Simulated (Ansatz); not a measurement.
# Si2H6O + AsH3: a complex and its separated parts, part 3 of 3

Ansatz 0.2.0, Gaussian basis.

## (18) RPA on PBE/def2-TZVPP

The inputs:

parta/in.yaml

```yaml
crystal:
  periodic: [false, false, false]
  atoms:
    - {symbol: Si, position_ang: [-0.478399, -0.144429, 1.323897]}
    - {symbol: Si, position_ang: [0.243746, -2.463650, 0.929468]}
    - {symbol: H, position_ang: [-1.738783, 0.140841, 0.601682]}
    - {symbol: H, position_ang: [-0.675066, 0.061760, 2.784030]}
    - {symbol: O, position_ang: [0.573928, 0.983355, 0.744785]}
    - {symbol: H, position_ang: [1.010415, -1.425753, 1.775237]}
    - {symbol: H, position_ang: [-1.062465, -1.967157, 1.601137]}
    - {symbol: H, position_ang: [0.033053, -1.412238, -0.171251]}
    - {symbol: H, position_ang: [1.433349, 1.045619, 1.164068]}
basis:
  gaussian: {orbitals: def2-TZVPP}
hamiltonian: {xc: pbe}
correlation: {method: rpa}
```

partb/in.yaml

```yaml
crystal:
  periodic: [false, false, false]
  atoms:
    - {symbol: H, position_ang: [-0.189843, 0.168181, -2.192993]}
    - {symbol: As, position_ang: [-0.258031, 1.673756, -2.402128]}
    - {symbol: H, position_ang: [1.248672, 1.816924, -2.246210]}
    - {symbol: H, position_ang: [-0.140776, 1.522692, -3.911626]}
basis:
  gaussian: {orbitals: def2-TZVPP}
hamiltonian: {xc: pbe}
correlation: {method: rpa}
```

The same command starts each run, in its folder.

Command:

```console
$ ansatz run in.yaml --threads 8 --pin off --events-out ev --progress --plain --max-ram 19148MiB
```

parta printed (excerpt; [...] marks lines left out):

```text
Functional definition: PBE
  name "PBE"
  cite "Perdew, Burke & Ernzerhof, Phys. Rev. Lett. 77, 3865 (1996) doi:10.1103/PhysRevLett.77.3865"
  parent pbe
[...]
1152 factors; integrals over basis functions are off by at most 7.8e-4 eV
[...]
mean field -17890.33726617 eV, -657.4577680258 hartree, gradient 2.0e-6 eV, S^2 0.000000; 0 other end points of the search recorded, 0 dependent functions left out
11 core orbitals not correlated: weight in the atoms' cores, before any rotation towards them, 1.000 or more for the frozen orbitals, at most 0.000 for the correlated occupied ones
reference -17855.71523156 eV, -656.1854317213 hartree; 10, 10 occupied and 178, 178 virtual orbitals, 1152 factors
Total energy: -17880.63206215 eV, -657.1011083561 hartree
```

Log of partb (excerpt; [...] marks lines left out):

```text
[... 4 set-up lines as earlier in the session ...]
[...]
537 factors; integrals over basis functions are off by at most 1.6e-3 eV
[...]
mean field -60880.50680406 eV, -2237.3173587596 hartree, gradient 4.1e-7 eV, S^2 0.000000; 0 other end points of the search recorded, 0 dependent functions left out
9 core orbitals not correlated: weight in the atoms' cores, before any rotation towards them, 1.000 or more for the frozen orbitals, at most 0.000 for the correlated occupied ones
reference -60842.13972833 eV, -2235.9073947325 hartree; 9, 9 occupied and 72, 72 virtual orbitals, 537 factors
Total energy: -60855.12626793 eV, -2236.3846412604 hartree
```

Wall times: 1.4 s (parta), 0.35 s (partb) on 8 threads of Arm Neoverse V2, shared host.

## (19) CCSD(T)/def2-TZVPP

Each input of step 18 (parta, partb) changes in the same lines:

```diff
-hamiltonian: {xc: pbe}
-correlation: {method: rpa}
+correlation: {method: ccsd_t}
```

Each run has its own folder and the same command.

Command:

```console
$ ansatz run in.yaml --threads 8 --pin off --events-out ev --progress --plain --max-ram 19148MiB
```

Output in parta (excerpt; [...] marks lines left out):

```text
Functional definition: HF
  name "HF"
  cite "Fock, Z. Phys. 61, 126 (1930) doi:10.1007/BF01340294"
[... 1 set-up line as earlier in the session ...]
[...]
1152 factors; integrals over basis functions are off by at most 7.8e-4 eV
[...]
mean field -17856.98927025 eV, -656.2322517795 hartree, gradient 2.1e-6 eV, S^2 0.000000; 0 other end points of the search recorded, 0 dependent functions left out
11 core orbitals not correlated: weight in the atoms' cores, before any rotation towards them, 1.000 or more for the frozen orbitals, at most 0.000 for the correlated occupied ones
reference -17856.98927025 eV, -656.2322517795 hartree; 10, 10 occupied and 178, 178 virtual orbitals, 1152 factors
second order -14.22005906 eV of doubles, -0.00000000 eV of singles
cycle   1  -14.83996322 eV  change   -6.2e-1 eV  update   9.6e-2
[...]
cycle  10  -15.34351009 eV  change    7.0e-6 eV  update   9.8e-6
perturbative correction -0.58137755 eV, -0.0213652309 hartree
Total energy: -17872.91415789 eV, -656.8174806062 hartree
```

Output in partb (excerpt; [...] marks lines left out):

```text
[... 4 set-up lines as earlier in the session ...]
[...]
537 factors; integrals over basis functions are off by at most 1.6e-3 eV
[...]
mean field -60842.78566242 eV, -2235.9311323725 hartree, gradient 2.1e-6 eV, S^2 0.000000; 1 other end points of the search recorded, 0 dependent functions left out
9 core orbitals not correlated: weight in the atoms' cores, before any rotation towards them, 1.000 or more for the frozen orbitals, at most 0.000 for the correlated occupied ones
reference -60842.78566242 eV, -2235.9311323725 hartree; 9, 9 occupied and 72, 72 virtual orbitals, 537 factors
second order -7.80791946 eV of doubles, -0.00000000 eV of singles
cycle   1  -7.98510471 eV  change   -1.8e-1 eV  update   6.8e-2
[...]
cycle   8  -8.29510678 eV  change   -1.6e-5 eV  update   1.7e-5
perturbative correction -0.26428383 eV, -0.0097122516 hartree
Total energy: -60851.34505303 eV, -2236.2456841758 hartree
```

They took 11 s (parta), 0.6 s (partb) on 8 threads of Arm Neoverse V2, shared host; peak memory 2.2 GiB.

## (20) Vibrations of Si2H6O

vib-parta/in.yaml reads:

```yaml
crystal:
  periodic: [false, false, false]
  atoms:
    - {symbol: Si, position_ang: [-0.478399, -0.144429, 1.323897]}
    - {symbol: Si, position_ang: [0.243746, -2.463650, 0.929468]}
    - {symbol: H, position_ang: [-1.738783, 0.140841, 0.601682]}
    - {symbol: H, position_ang: [-0.675066, 0.061760, 2.784030]}
    - {symbol: O, position_ang: [0.573928, 0.983355, 0.744785]}
    - {symbol: H, position_ang: [1.010415, -1.425753, 1.775237]}
    - {symbol: H, position_ang: [-1.062465, -1.967157, 1.601137]}
    - {symbol: H, position_ang: [0.033053, -1.412238, -0.171251]}
    - {symbol: H, position_ang: [1.433349, 1.045619, 1.164068]}
basis:
  gaussian: {orbitals: def2-TZVP}
hamiltonian: {xc: pbe0, dispersion: d4}
phonons: {temperatures: {t_min: 298.15, t_max: 900, t_step: 200}}
```

Command:

```console
$ ansatz run in.yaml --threads 8 --pin off --events-out ev --progress --plain --max-ram 19148MiB
```

Standard output (excerpt; [...] marks lines left out):

```text
[... 5 set-up lines as earlier in the session ...]
[...]
951 factors; their error is unknown
[...]
mean field -17891.84372996 eV, -657.5131295487 hartree, gradient 5.0e-5 eV, S^2 0.000000; 0 other end points of the search recorded, 0 dependent functions left out
[...]
Atom 7 at     0.033053    -1.412238    -0.171251 Å, force     0.000772    -0.000563     0.001200 eV/Å
Atom 8 at     1.433349     1.045619     1.164068 Å, force     0.000545     0.000250     0.000543 eV/Å
Dipole moment:     0.190611    -0.041456     0.164279 e Å
Vibrations: 204.59 246.63 329.50 355.50 396.19 501.28 588.28 764.17 793.03 849.15 906.42 915.43 964.65 1093.89 1105.52 1973.64 2002.06 2031.43 2200.35 2245.28 3920.56 cm⁻¹, zero-point energy 1.511836 eV
```

It took 24 s on 8 threads of Arm Neoverse V2, shared host.

The modes, with what each moves most:

| mode | wavenumber (cm⁻¹) | character |
| --- | --- | --- |
| 1 | 205 | torsion with bend |
| 2 | 247 | bend with torsion |
| 3 | 330 | bend with torsion |
| 4 | 356 | torsion |
| 5 | 396 | Si–Si stretch |
| 6 | 501 | bend with torsion |
| 7 | 588 | torsion with bend |
| 8 | 764 | bend |
| 9 | 793 | bend |
| 10 | 849 | Si–O stretch with bend |
| 11 | 906 | bend with Si–O stretch |
| 12 | 915 | bend with wag or twist |
| 13 | 965 | bend with wag or twist |
| 14 | 1094 | wag or twist with bend |
| 15 | 1106 | bend |
| 16 | 1974 | Si–H stretch |
| 17 | 2002 | Si–H stretch |
| 18 | 2031 | Si–H stretch |
| 19 | 2200 | Si–H stretch |
| 20 | 2245 | Si–H stretch |
| 21 | 3921 | O–H stretch |

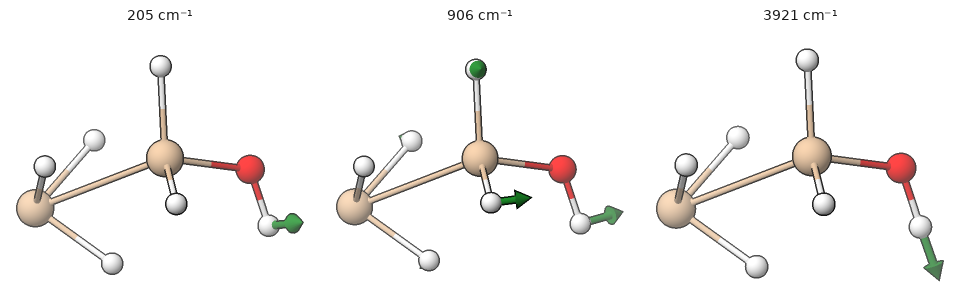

How the atoms move in 3 of the modes.

Vibrational sums (real modes only):

| T (K) | entropy (J/mol/K) | heat capacity (J/mol/K) |
| --- | --- | --- |
| 298 | 39.7 | 60.7 |
| 498 | 79.4 | 94.2 |
| 698 | 114.8 | 115.6 |
| 898 | 145.8 | 130.1 |

## (21) Vibrations of AsH3

vib-partb/in.yaml reads:

```yaml
crystal:
  periodic: [false, false, false]
  atoms:
    - {symbol: H, position_ang: [-0.189843, 0.168181, -2.192993]}
    - {symbol: As, position_ang: [-0.258031, 1.673756, -2.402128]}
    - {symbol: H, position_ang: [1.248672, 1.816924, -2.246210]}
    - {symbol: H, position_ang: [-0.140776, 1.522692, -3.911626]}
basis:
  gaussian: {orbitals: def2-TZVP}
hamiltonian: {xc: pbe0, dispersion: d4}
phonons: {temperatures: {t_min: 298.15, t_max: 900, t_step: 200}}
```

Command:

```console
$ ansatz run in.yaml --threads 8 --pin off --events-out ev --progress --plain --max-ram 19148MiB
```

Standard output (excerpt; [...] marks lines left out):

```text
[... 5 set-up lines as earlier in the session ...]
[...]
555 factors; their error is unknown
[...]
mean field -60882.34397095 eV, -2237.3848733976 hartree, gradient 5.8e-6 eV, S^2 0.000000; 0 other end points of the search recorded, 0 dependent functions left out
[...]
Atom 1 at    -0.258031     1.673756    -2.402128 Å, force    -0.003190     0.001742     0.001335 eV/Å
Atom 2 at     1.248672     1.816924    -2.246210 Å, force     0.003108     0.000435     0.000323 eV/Å
Atom 3 at    -0.140776     1.522692    -3.911626 Å, force     0.000132    -0.000134    -0.001992 eV/Å
Dipole moment:     0.047390    -0.042363    -0.032037 e Å
Vibrations: 921.00 1017.93 1017.95 2216.09 2229.71 2229.92 cm⁻¹, zero-point energy 0.597145 eV
```

It took 3.3 s on 8 threads of Arm Neoverse V2, shared host.

Wavenumbers and character of the modes:

| mode | wavenumber (cm⁻¹) | character |
| --- | --- | --- |
| 1 | 921 | bend |
| 2 | 1018 | bend |
| 3 | 1018 | bend |
| 4 | 2216 | As–H stretch |
| 5 | 2230 | As–H stretch |
| 6 | 2230 | As–H stretch |

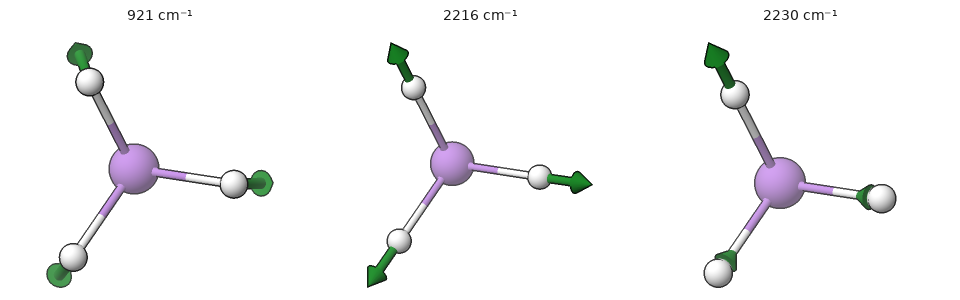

Displacements of 3 modes, as arrows.

Vibrational sums (real modes only):

| T (K) | entropy (J/mol/K) | heat capacity (J/mol/K) |
| --- | --- | --- |
| 298 | 1.3 | 5.0 |
| 498 | 6.2 | 14.9 |
| 698 | 12.6 | 23.3 |
| 898 | 19.3 | 29.8 |

## (22) Complex less separated parts

The complex's own energies come from single points at the same levels.

Rows are in def2-TZVPP; times add the 3 runs of a level on a shared host, so small differences are noise.

| method | rung | complex less parts (kJ/mol) | from CCSD(T) (kJ/mol) | time |
| --- | --- | --- | --- | --- |
| SPW92 | LDA | -12.6 | -4.5 | 1.7 s |
| PBE-D4 | GGA | -10.4 | -2.3 | 2.6 s |
| BLYP-D4 | GGA | -11.0 | -2.9 | 2.7 s |
| r2SCAN-D4 | meta-GGA | -7.7 | +0.4 | 5.4 s |
| B97M-V | meta-GGA | -8.9 | -0.8 | 9.6 s |
| PBE0-D4 | hybrid | -9.6 | -1.5 | 4 s |
| B3LYP-D4 | hybrid | -10.8 | -2.7 | 3.4 s |
| r2SCAN0-D4 | hybrid | -8.1 | 0.0 | 6 s |
| BHLYP-D4 | hybrid | -11.3 | -3.2 | 3.2 s |
| CAM-B3LYP-D4 | range-separated hybrid | -9.9 | -1.8 | 4 s |
| wB97X-V | range-separated hybrid | -8.5 | -0.4 | 8.7 s |
| wB97M-V | range-separated hybrid | -8.9 | -0.8 | 10 s |
| B2PLYP | double hybrid | -3.1 | +5.0 | 6.4 s |
| PBE-QIDH | double hybrid | -5.4 | +2.7 | 6.6 s |
| RPA on PBE | RPA | -6.8 | +1.3 | 6 s |
| Hartree-Fock | wavefunction | 2.7 | +10.8 |  |
| MP2 | wavefunction | -8.9 | -0.8 |  |
| CCSD | wavefunction | -6.5 | +1.6 |  |
| CCSD(T) | wavefunction | -8.1 | 0 | 3.5 min |

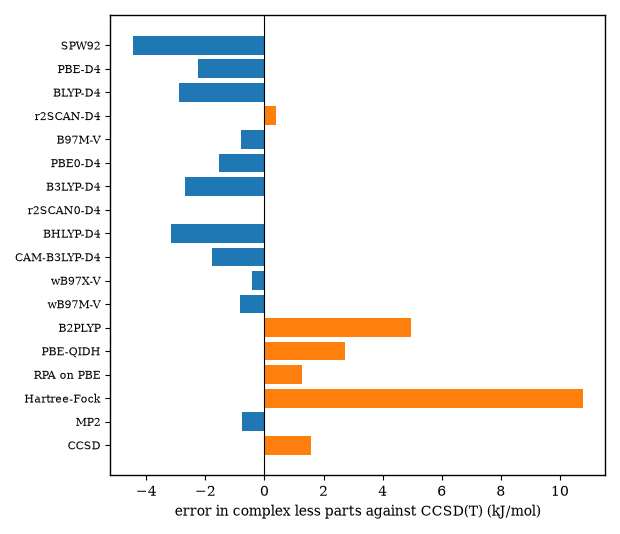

Error of each method against CCSD(T).

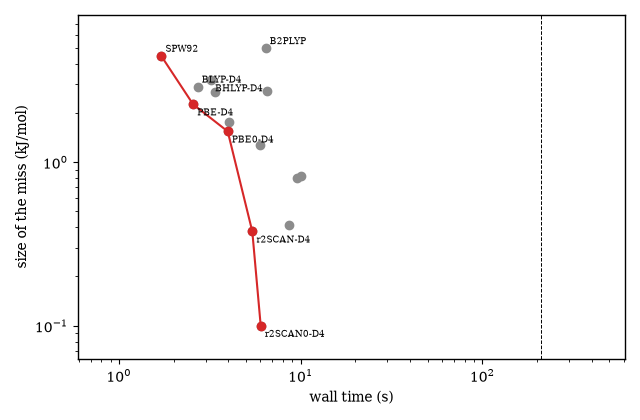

Miss against cost. Red marks the levels that no quicker level drawn beats (of those quicker than the yardstick), and the dashed line is the time of CCSD(T). Only those levels and the largest misses are named. Misses under 0.1 kJ/mol are drawn at that value. Times are from a shared host.

For cost: r2SCAN0-D4 gets within 0.0 kJ/mol in 6 s, where CCSD(T) took 3.5 min; the quickest level in the cost chart, SPW92, takes 1.7 s and misses by 4.5 kJ/mol.

The complex's zero-point energy, from a separate PBE0-D4 run, is 2.134 eV.

## (23) What came out

What follows sums up all 3 parts.

| quantity | value |
| --- | --- |
| complex less parts, CCSD(T)/def2-TZVPP | -8.1 kJ/mol |
| with zero-point energy | -5.7 kJ/mol |
| largest T1 diagnostic | 0.015 |

In words: At CCSD(T) the complex lies 8.1 kJ/mol below its parts. The functionals run from r2SCAN0-D4, off by 0.0 kJ/mol, to B2PLYP, off by +5.0 kJ/mol, against CCSD(T). Mean unsigned error by rung: LDA 4.5, GGA 2.6, meta-GGA 0.6, hybrid 1.9, range-separated hybrid 1.0, double hybrid 3.8 kJ/mol. The double hybrids carry no dispersion term here, unlike the levels marked D4 or V. PBE-D4 gives a relative energy 2.3 kJ/mol too low, an error of 28 % of the reference. The complex's frequency run has imaginary modes: the structure is no minimum, so both the energy and the zero-point correction are in doubt. No counterpoise was applied, and triple zeta lacks some correlation, so the CCSD(T) reference has a basis error of its own, and close matches with it are partly luck.
